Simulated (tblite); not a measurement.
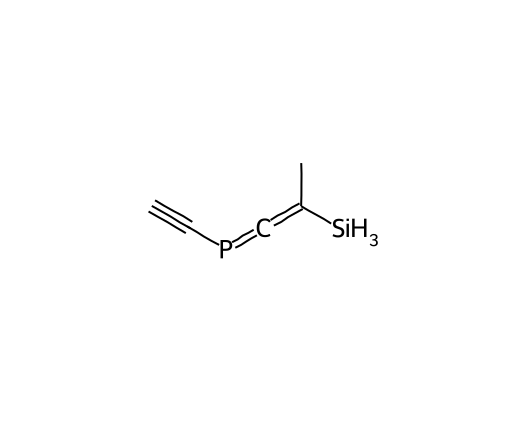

The picture comes from a calculation with tblite.

Skeletal drawing of a molecule.

Write the SMILES.

Answer. C#CP=C=C(C)[SiH3]

Give the formula, hydrogens included.

Answer. C5H7PSi.

An optimisation with GFN2-xTB gave a structure of which point group?

Answer. C1.
